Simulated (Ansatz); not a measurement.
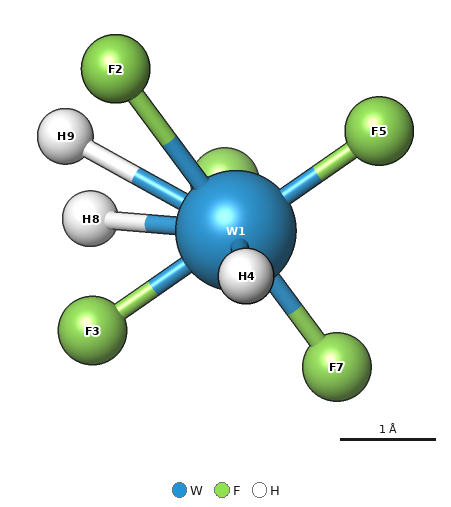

Figure 1. The starting structure (ball-and-stick view, seen at a tilt; atoms are numbered from 1 in the order of the input). Sticks mark near contacts. Bond lengths as drawn: F–W 1.85 to 2.20 Å and H–W 1.72 to 2.16 Å.

WH3F5: geometry relaxation (part 1 of 2)

System: WH3F5.
Method: RKS B3LYP/def2-SVP (Ansatz 0.2.0).

The input holds or restrains some coordinates. It belongs to a series of runs on one base structure; here: pulled along the bonds that form and break, towards end A. Figures and captions count atoms from 1; the log counts them from 0 in places.

## The input
```yaml
crystal:
  periodic: [false, false, false]
  atoms:
    - { symbol: W, position_ang: [0.0, 0.0, 0.0] }
    - { symbol: F, position_ang: [0.0, 0.0, 2.2] }
    - { symbol: F, position_ang: [1.85, 0.0, 0.0] }
    - { symbol: H, position_ang: [0.0, 1.72, 0.0] }
    - { symbol: F, position_ang: [-1.85, 0.0, 0.0] }
    - { symbol: F, position_ang: [0.0, -1.85, 0.0] }
    - { symbol: F, position_ang: [0.0, 0.0, -1.85] }
    - { symbol: H, position_ang: [1.3231, -1.3871, 0.637] }
    - { symbol: H, position_ang: [0.9736, -1.0208, 1.6302] }
basis:
  gaussian: { orbitals: def2-SVP }
hamiltonian:
  xc: b3lyp
relax:
  f_tol: 0.15
  max_steps: 25
  restrain:
    - { distance: [0, 7], at: 2.92, k: 30.0 }
    - { distance: [8, 1], at: 2.12, k: 30.0 }
    - { distance: [0, 1], at: 1.85, k: 30.0 }
    - { distance: [8, 7], at: 0.66, k: 30.0 }
output:
  orbitals: {}
```

Hardware: 4 threads of Arm Neoverse V1, 24 GiB of memory available, shared host.

Launched with:
```bash
ansatz run input.yaml --threads 4 --pin off --max-ram 5120MiB --backend cpu --events-out ev --progress --plain --runs-dir out
```

## The program's output
```
The last accepted step is kept in [file] (removed where the run ends without a failure and the disk answers)
Engine: ansatz 0.2.0, aarch64-unknown-linux-gnu
Functional definition: B3LYP
  parameter a0 = 0.2
  parameter ax = 0.72
  parameter ac = 0.81
  exchange = (1 - a0 - ax)*slater_x + ax*b88_x + a0*exact_x
  correlation = (1 - ac)*vwn_rpa_c + ac*lyp_c
1215 factors; integrals over basis functions are off by at most 3.7e-4 eV
mean field evaluation 1: about -15434.4218 eV, gradient 8.4e1 eV
mean field evaluation 2: about -15100.4348 eV, gradient 3.5e2 eV
mean field evaluation 4: about -15447.3226 eV, gradient 1.9e1 eV
mean field evaluation 8: about -15447.9304 eV, gradient 6.2e-1 eV
mean field evaluation 16: about -15448.0136 eV, gradient 7.4e-3 eV
mean field -15448.01360351 eV, -567.7040288892 hartree, gradient 6.9e-5 eV, S^2 0.000000; 0 other end points of the search recorded, 0 dependent functions left out
the calculation of the forces begins
reference -15448.01391968 eV, -567.7040405082 hartree; 31, 31 occupied and 86, 86 virtual orbitals, 1215 factors
relax step   1: F+E_penalty+E_count = -15448.01360351 eV  Δ(F+E_penalty+E_count) = +0.000e0 eV  max|allowed force component| = 5.073e0 eV/Å  E_restraint = 22.46520513 eV  max|allowed force component, restraints' pulls added| = 2.574e1 eV/Å  Δτ_max = 0.0000 Å  (39 SCF iters, accepted)
  distance W 0 - H 7 = 2.0200 Å
  distance H 8 - F 1 = 1.5214 Å
  distance W 0 - F 1 = 2.2000 Å
  distance H 8 - H 7 = 1.1148 Å
these checks for a lower state are left out or cut short: starts, cluster_reference, orbital_swaps, neighbouring_geometries, increment
1215 factors; integrals over basis functions are off by at most 4.6e-4 eV
mean field evaluation 32: about -15449.6567 eV, gradient 1.8e-2 eV
mean field -15449.65666076 eV, -567.7644101293 hartree, gradient 5.5e-5 eV, S^2 0.000000; 0 other end points of the search recorded, 0 dependent functions left out
[... from here on the field's lines of each further geometry are left out, up to the last ...]
relax step   2: F+E_penalty+E_count = -15449.65666076 eV  Δ(F+E_penalty+E_count) = -1.643e0 eV  max|allowed force component| = 4.695e0 eV/Å  E_restraint = 10.25019885 eV  max|allowed force component, restraints' pulls added| = 1.698e1 eV/Å  Δτ_max = 0.1949 Å  (50 SCF iters, accepted)
relax step   3: F+E_penalty+E_count = -15451.02488366 eV  Δ(F+E_penalty+E_count) = -1.368e0 eV  max|allowed force component| = 4.963e0 eV/Å  E_restraint = 3.03200415 eV  max|allowed force component, restraints' pulls added| = 8.188e0 eV/Å  Δτ_max = 0.1948 Å  (41 SCF iters, accepted)
relax step   4: F+E_penalty+E_count = -15451.94490460 eV  Δ(F+E_penalty+E_count) = -9.200e-1 eV  max|allowed force component| = 3.836e0 eV/Å  E_restraint = 0.57172392 eV  max|allowed force component, restraints' pulls added| = 4.163e0 eV/Å  Δτ_max = 0.1949 Å  (41 SCF iters, accepted)
relax step   5: F+E_penalty+E_count = -15452.66865849 eV  Δ(F+E_penalty+E_count) = -7.238e-1 eV  max|allowed force component| = 1.893e0 eV/Å  E_restraint = 0.05922702 eV  max|allowed force component, restraints' pulls added| = 2.021e0 eV/Å  Δτ_max = 0.1982 Å  (39 SCF iters, accepted)
relax step   6: F+E_penalty+E_count = -15453.00834702 eV  Δ(F+E_penalty+E_count) = -3.397e-1 eV  max|allowed force component| = 1.368e0 eV/Å  E_restraint = 0.05608061 eV  max|allowed force component, restraints' pulls added| = 8.394e-1 eV/Å  Δτ_max = 0.2000 Å  (39 SCF iters, accepted)
relax step   7: F+E_penalty+E_count = -15453.16582312 eV  Δ(F+E_penalty+E_count) = -1.575e-1 eV  max|allowed force component| = 1.250e0 eV/Å  E_restraint = 0.05808179 eV  max|allowed force component, restraints' pulls added| = 5.769e-1 eV/Å  Δτ_max = 0.1992 Å  (39 SCF iters, accepted)
relax step   8: F+E_penalty+E_count = -15453.24288038 eV  Δ(F+E_penalty+E_count) = -7.706e-2 eV  max|allowed force component| = 1.287e0 eV/Å  E_restraint = 0.05483476 eV  max|allowed force component, restraints' pulls added| = 4.532e-1 eV/Å  Δτ_max = 0.2000 Å  (39 SCF iters, accepted)
relax step   9: F+E_penalty+E_count = -15453.29116724 eV  Δ(F+E_penalty+E_count) = -4.829e-2 eV  max|allowed force component| = 1.326e0 eV/Å  E_restraint = 0.05221734 eV  max|allowed force component, restraints' pulls added| = 2.925e-1 eV/Å  Δτ_max = 0.2000 Å  (40 SCF iters, accepted)
relax step  10: F+E_penalty+E_count = -15453.30743321 eV  Δ(F+E_penalty+E_count) = -1.627e-2 eV  max|allowed force component| = 1.445e0 eV/Å  E_restraint = 0.05744547 eV  max|allowed force component, restraints' pulls added| = 5.332e-1 eV/Å  Δτ_max = 0.1989 Å  (39 SCF iters, accepted)
relax step  11: F+E_penalty+E_count = -15453.36631750 eV  Δ(F+E_penalty+E_count) = -5.888e-2 eV  max|allowed force component| = 1.227e0 eV/Å  E_restraint = 0.05831110 eV  max|allowed force component, restraints' pulls added| = 2.103e-1 eV/Å  Δτ_max = 0.1999 Å  (39 SCF iters, accepted)
relax step  12: F+E_penalty+E_count = -15453.42866210 eV  Δ(F+E_penalty+E_count) = -6.234e-2 eV  max|allowed force component| = 9.514e-1 eV/Å  E_restraint = 0.08176625 eV  max|allowed force component, restraints' pulls added| = 8.551e-1 eV/Å  Δτ_max = 0.1951 Å  (38 SCF iters, accepted)
relax step  13: F+E_penalty+E_count = -15453.46857343 eV  Δ(F+E_penalty+E_count) = -3.991e-2 eV  max|allowed force component| = 1.282e0 eV/Å  E_restraint = 0.06382073 eV  max|allowed force component, restraints' pulls added| = 3.031e-1 eV/Å  Δτ_max = 0.1999 Å  (38 SCF iters, accepted)
relax step  14: F+E_penalty+E_count = -15453.48185915 eV  Δ(F+E_penalty+E_count) = -1.329e-2 eV  max|allowed force component| = 1.455e0 eV/Å  E_restraint = 0.06020522 eV  max|allowed force component, restraints' pulls added| = 3.787e-1 eV/Å  Δτ_max = 0.1927 Å  (37 SCF iters, accepted)
relax step  15: F+E_penalty+E_count = -15453.47028580 eV  Δ(F+E_penalty+E_count) = +1.157e-2 eV  max|allowed force component| = 1.809e0 eV/Å  E_restraint = 0.04498097 eV  max|allowed force component, restraints' pulls added| = 4.776e-1 eV/Å  Δτ_max = 0.0635 Å  (34 SCF iters, accepted)
the calculation of the forces begins
reference -15453.48736866 eV, -567.9051860485 hartree; 31, 31 occupied and 86, 86 virtual orbitals, 1217 factors
relax step  16: F+E_penalty+E_count = -15453.48704999 eV  Δ(F+E_penalty+E_count) = -1.676e-2 eV  max|allowed force component| = 1.559e0 eV/Å  E_restraint = 0.05357948 eV  max|allowed force component, restraints' pulls added| = 4.009e-2 eV/Å  Δτ_max = 0.0412 Å  (34 SCF iters, accepted)
  distance W 0 - H 7 = 2.9215 Å
  distance H 8 - F 1 = 2.1324 Å
  distance W 0 - F 1 = 1.8564 Å
  distance H 8 - H 7 = 0.7181 Å
1217 factors; integrals over basis functions are off by at most 5.6e-4 eV
mean field evaluation 160: about -15453.4870 eV, gradient 3.2e-3 eV
```

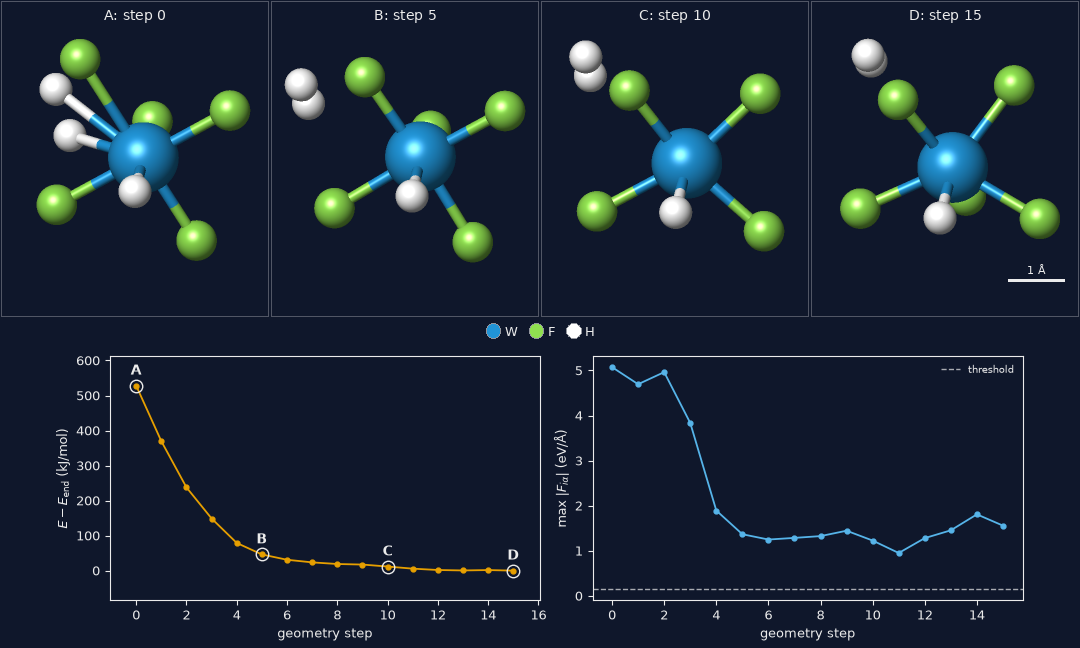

Figure 2. Frames of the restrained relaxation (ball-and-stick view, seen at a tilt) above the curves, on which the letters mark them (the first geometry is step 0 here and step 1 in the log).

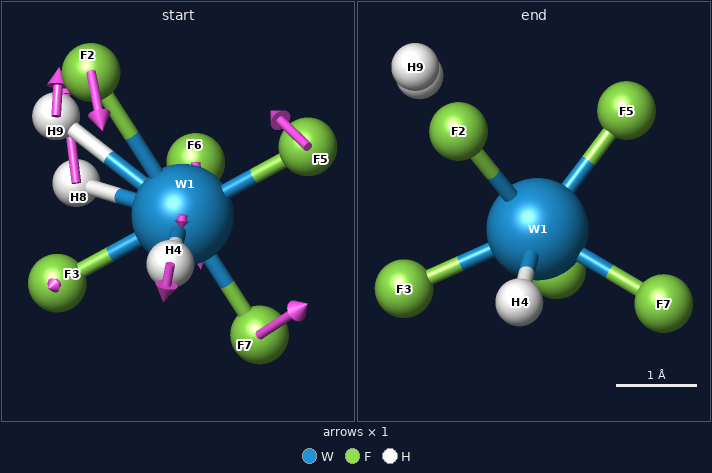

Figure 3. Before (left) and after (right) the restrained relaxation, at one scale (ball-and-stick view, seen at a tilt). The pink arrows give the displacements, at true length. The atom that moves furthest after the best rigid fit is H8 (1.37 Å). Largest moves by element: H 1.37 Å, F 1.35 Å, W 0.18 Å. Among the contacts that change: W1–H8 2.020 → 2.922 Å, W1–H9 2.156 → 2.704 Å, H8–H9 1.115 → 0.718 Å, W1–F2 2.200 → 1.856 Å. New bonds form: H8–H9 (1.11 → 0.72 Å). Bonds break: W1–H8 (2.02 → 2.92 Å). Among the angles that change: F2–W1–F6 90.0° → 139.0°, H4–W1–F6 180.0° → 131.3°, F2–W1–F7 180.0° → 134.4°. After 15 geometry steps the energy has fallen by 528.1 kJ/mol. Largest force component: 5.1 eV/Å at the start, 1.6 eV/Å at the end. (Atoms are counted from 1 in the order of the input.)

```
mean field -15453.48704999 eV, -567.9051743373 hartree, gradient 1.6e-5 eV, S^2 0.000000; 1 other end points of the search recorded, 0 dependent functions left out
the calculation of the forces begins
reference -15453.48736866 eV, -567.9051860485 hartree; 31, 31 occupied and 86, 86 virtual orbitals, 1217 factors
Total energy: -15453.48736866 eV, -567.9051860485 hartree
Atom 0 at     0.063877     0.038304    -0.134548 Å, force    -0.067402    -0.038991    -0.236466 eV/Å
Atom 1 at     0.186125     0.630586     1.620548 Å, force    -0.096340     0.403265     0.120789 eV/Å
Atom 2 at     1.919050     0.181209    -0.077156 Å, force     0.015597     0.000500    -0.004976 eV/Å
Atom 3 at     0.267562     1.691957    -0.430707 Å, force    -0.008788    -0.006769     0.000545 eV/Å
Atom 4 at    -1.474451    -0.748687     0.564330 Å, force     0.019077     0.015201    -0.006017 eV/Å
Atom 5 at     0.519006    -1.458194    -1.149324 Å, force     0.006762     0.003360    -0.009295 eV/Å
Atom 6 at    -1.028125     0.464119    -1.579314 Å, force     0.014165    -0.006679     0.024733 eV/Å
Atom 7 at     1.012015    -1.981790     1.751053 Å, force     0.446040    -1.558576    -0.703512 eV/Å
Atom 8 at     0.831642    -1.355404     2.052317 Å, force    -0.329112     1.188689     0.814198 eV/Å
Dipole moment:     0.047282     0.099212     0.069445 e Å
```

## Trajectory as extended XYZ (Å, eV, eV/Å), 16 frames, from step=1 to step=16
```
9
Properties=species:S:1:pos:R:3:forces:R:3 step=1 energy=-15448.01360
W     0.0000    0.0000    0.0000    0.4268  -0.0766   3.5152
F     0.0000    0.0000    2.2000   -1.0075   1.1288  -2.2444
F     1.8500    0.0000    0.0000    1.9602   2.9994  -2.4976
H     0.0000    1.7200    0.0000    0.0891   0.4725   0.3349
F    -1.8500    0.0000    0.0000    0.4232   0.2623   0.2165
F     0.0000   -1.8500    0.0000   -2.9415  -4.5272  -2.6197
F     0.0000    0.0000   -1.8500    0.1044   0.2412   0.6188
H     1.3231   -1.3871    0.6370   -0.2277   0.3919   5.0733
H     0.9736   -1.0208    1.6302    1.1731  -0.8923  -2.3969
9
Properties=species:S:1:pos:R:3:forces:R:3 step=2 energy=-15449.65666
W    -0.0679    0.0789    0.0330    3.5293  -4.3029   2.8101
F    -0.0653    0.0693    2.1450   -1.0835   1.3232  -3.7324
F     1.8454    0.0235   -0.0179   -1.2048   2.3445  -1.5357
H    -0.0001    1.7299    0.0034    0.0677   1.5701  -0.0748
F    -1.8644    0.0044    0.0025   -1.2207   0.5128   0.0591
F    -0.0194   -1.8602   -0.0180   -2.0561  -0.2151  -1.8721
F    -0.0008    0.0040   -1.8374   -0.2743   0.6656   1.2997
H     1.4106   -1.4809    0.7837   -0.3442   0.5323   4.6952
H     1.0587   -1.1069    1.5229    2.5866  -2.4305  -1.6491
9
Properties=species:S:1:pos:R:3:forces:R:3 step=3 energy=-15451.02488
W    -0.1285    0.1294    0.0584    4.9629  -4.8731   1.2996
F    -0.1321    0.1433    2.0431   -0.3664   0.6347  -3.3101
F     1.8085    0.0504   -0.0297   -2.2055   1.6051  -0.4711
H     0.0004    1.7615   -0.0029    0.1172   1.8100  -0.2808
F    -1.8930    0.0138    0.0009   -2.5771   0.4598  -0.0592
F    -0.0404   -1.8390   -0.0372   -1.2283   1.1445  -0.9077
F    -0.0091    0.0180   -1.8173   -0.5140   0.8231   1.2631
H     1.5058   -1.5785    0.9229    0.9860  -0.9292   0.7339
H     1.1852   -1.2367    1.4789    0.8252  -0.6749   1.7323
```
